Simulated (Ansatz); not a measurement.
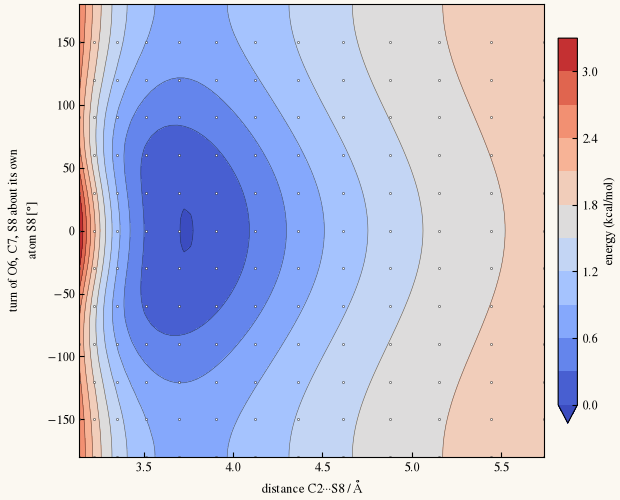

The pair CH₂F₂···COS. The turn is about an axis along (−0.21, 0.94, 0.27) in the frame of the relaxed pair, normal to the line between the partners. First axis: distance C2···S8. Second axis: turn of O6, C7, S8 about its own atom S8. Grid: 13 × 12 points. Points are written as (first, second). Energies: kcal/mol, counted from the lowest grid point. The calculation used RKS PBE-D4/def2-SVPD (Ansatz).

The picture shows filled contours, dots at the grid points. Between grid points the surface is interpolated.

The lowest grid point is at (3.700 Å, 0°). It is the only kind of minimum in the scanned range. The highest grid point, (3.141 Å, 0°), lies 3.29 kcal/mol above the lowest. On the interpolated surface the easiest way out of the lowest well to its copy in the next cell or period passes a barrier of about 0.82 kcal/mol. Round the minimum the two coordinates are nearly uncoupled.

The level of theory is changed to RHF-MP2, frozen core/def2-SVPD in Ansatz; with it change the reference geometry, relaxed at the new level; the new grid has 9 × 8 points, laid about the new relaxed structure.

What will the new map look like?

Answer. The minimum (interpolated where it lies between grid points) moves from about (3.740 Å, 0°) to about (3.647 Å, 0°). The easiest pass out of the lowest well goes from about 0.82 to about 1.7 kcal/mol on the interpolated surfaces.

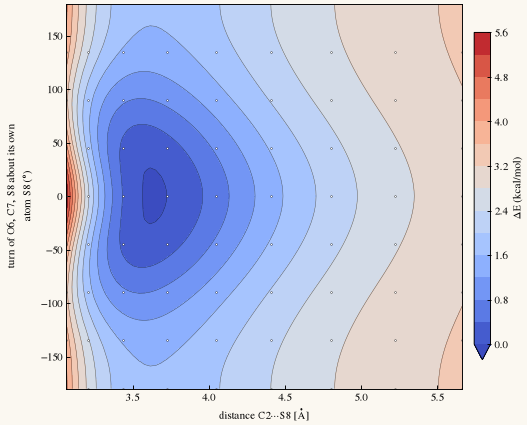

The map after the change, on a colour scale of its own. Drawn: filled contours, dots at the grid points. Between grid points the surface is interpolated.
